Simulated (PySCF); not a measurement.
# [La(H2O)]3+: a change of charge

How does [La(H2O)]3+ respond at fixed geometry? The runs cover a change of charge. It is a constructed species; whether it can be made isn't addressed.

Program: PySCF 2.14.0. Level of theory: PBE0, La def2-SVP with ECP46, O def2-SVP, H def2-SVP; scalar-relativistic core potentials, no spin–orbit coupling. These are calculated values, not measurements.

1 further run of the same task is left out (for a known fault of the program).

**1. Starting geometry**

4 atoms, charge 3, spin multiplicity 1.

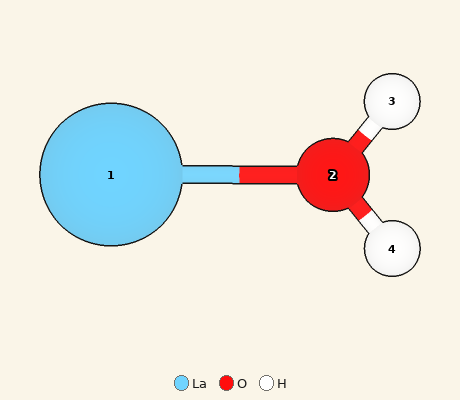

The structure; lanthanum blue, oxygen red, hydrogen white; atoms are numbered from 1 in the order of the file.

As a file:

```
atom    x (Å)   y (Å)    z (Å)
 La1   0.0000  0.0000  -0.1499
  O2   0.0000  0.0000   2.1853
  H3   0.7765  0.0000   2.8095
  H4  -0.7765  0.0000   2.8095
```

Formal oxidation states: La +3. An earlier session relaxed this geometry at PBE0, La def2-SVP with ECP46, O def2-SVP, H def2-SVP (singlet, point group C2v).

Its energy there is -106.596038 Eh.

**2. One electron removed, multiplicity 2**

run.py (the lines that set the calculation)

```python
mol = gto.M(atom='''
La     0.00000     0.00000    -0.14991
O      0.00000     0.00000     2.18528
H      0.77646     0.00000     2.80950
H     -0.77646     0.00000     2.80950''',
    basis={'La': 'def2-SVP', 'O': 'def2-SVP', 'H': 'def2-SVP'},
    ecp={'La': 'def2-SVP'},
    charge=4, spin=1)
mf = dft.UKS(mol, xc='PBE0')
mf.grids.atom_grid = (50, 194)  # f atoms: unpruned, at least (60, 302)
mf = mf.density_fit()  # fitting sets: La def2-universal-JKFIT, O def2-universal-JKFIT, H def2-universal-JKFIT
mf.conv_tol = 1e-08; mf.max_cycle = 55
mf.kernel(dm0)  # dm0: the density of the relaxed state
```

Run with:

```sh
> OMP_NUM_THREADS=2 python run.py
```

The program printed:

```text
init E= -106.611776036459
  HOMO = -1.01778550513  LUMO = -0.974993202369  gap/eV = 1.16444
cycle= 1 E= -105.374423388654  delta_E= 1.24  |g|= 0.487  |ddm|= 0.65
  HOMO = -1.70867058583  LUMO = -1.45922569109  gap/eV = 6.78774
cycle= 2 E= -105.392816815892  delta_E= -0.0184  |g|= 0.49  |ddm|= 0.663
  HOMO = -1.53672088619  LUMO = -1.25034028158  gap/eV = 7.79281
cycle= 3 E= -105.483659539437  delta_E= -0.0908  |g|= 0.0186  |ddm|= 0.309
  HOMO = -1.52370766837  LUMO = -1.22931374791  gap/eV = 8.01087
cycle= 4 E= -105.483835461778  delta_E= -0.000176  |g|= 0.00358  |ddm|= 0.0202
  HOMO = -1.52384831053  LUMO = -1.22919337571  gap/eV = 8.01797
cycle= 5 E= -105.483843656773  delta_E= -8.19e-06  |g|= 0.00106  |ddm|= 0.00493
  HOMO = -1.52378439489  LUMO = -1.22907708313  gap/eV = 8.01939
cycle= 6 E= -105.483844546189  delta_E= -8.89e-07  |g|= 0.00035  |ddm|= 0.00149
  HOMO = -1.52380606565  LUMO = -1.22908264299  gap/eV = 8.01983
cycle= 7 E= -105.48384464658  delta_E= -1e-07  |g|= 8.71e-05  |ddm|= 0.000468
  HOMO = -1.52377746494  LUMO = -1.22907237172  gap/eV = 8.01933
cycle= 8 E= -105.483844653949  delta_E= -7.37e-09  |g|= 6.04e-06  |ddm|= 0.000136
  HOMO = -1.52377657366  LUMO = -1.22907180745  gap/eV = 8.01933
Extra cycle  E= -105.483844653987  delta_E= -3.71e-11  |g|= 2.2e-06  |ddm|= 1.03e-05
converged SCF energy = -105.483844653987  <S^2> = 0.75273478  2S+1 = 2.0027329
```

It took 0.6 s on 2 threads of Intel Xeon Platinum 8488C (Sapphire Rapids), shared host.

Read off: E = -105.483845 Eh (+30.264 eV from the relaxed state), HOMO -41.46 eV, LUMO -33.44 eV (over both spins), ⟨S²⟩ = 0.753, Mulliken charge on La1 +2.84 e. 

**3. One electron added, multiplicity 2**

run.py (the lines that set the calculation), as its differences from that of step 2:

```diff
@@ -7,3 +7,3 @@
     ecp={'La': 'def2-SVP'},
-    charge=4, spin=1)
+    charge=2, spin=1)
 mf = dft.UKS(mol, xc='PBE0')
```

Run with:

```sh
> OMP_NUM_THREADS=2 python run.py
```

The program printed:

```text
init E= -106.608636963567
  HOMO = -0.73348865493  LUMO = -0.723089275069  gap/eV = 0.28298
cycle= 1 E= -107.212082133871  delta_E= -0.603  |g|= 0.144  |ddm|= 1.04
  HOMO = -0.502778908351  LUMO = -0.398095256514  gap/eV = 2.84859
cycle= 2 E= -107.228791371031  delta_E= -0.0167  |g|= 0.0548  |ddm|= 0.469
  HOMO = -0.53498412573  LUMO = -0.427681172913  gap/eV = 2.91986
cycle= 3 E= -107.23042210324  delta_E= -0.00163  |g|= 0.0235  |ddm|= 0.12
  HOMO = -0.536578323419  LUMO = -0.428919780443  gap/eV = 2.92954
cycle= 4 E= -107.230603545496  delta_E= -0.000181  |g|= 0.00793  |ddm|= 0.018
  HOMO = -0.537266671883  LUMO = -0.429025523419  gap/eV = 2.94539
cycle= 5 E= -107.230631047271  delta_E= -2.75e-05  |g|= 0.00147  |ddm|= 0.00886
  HOMO = -0.537270900574  LUMO = -0.4289243735  gap/eV = 2.94826
cycle= 6 E= -107.230633719853  delta_E= -2.67e-06  |g|= 0.000517  |ddm|= 0.00557
  HOMO = -0.537258579036  LUMO = -0.428861170134  gap/eV = 2.94964
cycle= 7 E= -107.230634754689  delta_E= -1.03e-06  |g|= 0.000226  |ddm|= 0.00505
  HOMO = -0.537256893749  LUMO = -0.428826401914  gap/eV = 2.95054
cycle= 8 E= -107.230635146495  delta_E= -3.92e-07  |g|= 0.000135  |ddm|= 0.00317
  HOMO = -0.537262490028  LUMO = -0.428782534895  gap/eV = 2.95189
cycle= 9 E= -107.230635483065  delta_E= -3.37e-07  |g|= 6.25e-05  |ddm|= 0.00453
  HOMO = -0.537265621611  LUMO = -0.428751191923  gap/eV = 2.95283
cycle= 10 E= -107.230635567986  delta_E= -8.49e-08  |g|= 1.05e-05  |ddm|= 0.00333
  HOMO = -0.537265200622  LUMO = -0.428747140171  gap/eV = 2.95293
cycle= 11 E= -107.230635568785  delta_E= -7.99e-10  |g|= 1.54e-06  |ddm|= 0.000306
  HOMO = -0.537265191517  LUMO = -0.428747130845  gap/eV = 2.95293
Extra cycle  E= -107.230635568789  delta_E= -3.33e-12  |g|= 1.37e-06  |ddm|= 5.91e-06
converged SCF energy = -107.230635568789  <S^2> = 0.75119055  2S+1 = 2.0011902
```

Wall time 0.8 s (2 threads of Intel Xeon Platinum 8488C (Sapphire Rapids), shared host).

Result: E = -107.230636 Eh (-17.268 eV from the relaxed state), HOMO -14.62 eV, LUMO -12.09 eV (over both spins), ⟨S²⟩ = 0.751, Mulliken charge on La1 +1.70 e. 

**4. Results**

| state | energy from the relaxed state (eV) | ⟨S²⟩ | time |
| --- | --- | --- | --- |
| charge +3, singlet, vacuum (relaxed) | 0 | 0.00 |  |
| charge +2, doublet, vacuum | -17.27 | 0.75 | 0.8 s |
| charge +4, doublet, vacuum | 30.26 | 0.75 | 0.6 s |

An electron taken off or put on is at rest in vacuum. 

Removing an electron vertically costs 30.26 eV (doublet), against −HOMO = 27.11 eV. Adding an electron vertically releases 17.27 eV (doublet). The bases are small and lack diffuse functions. Spin–orbit coupling is left out.
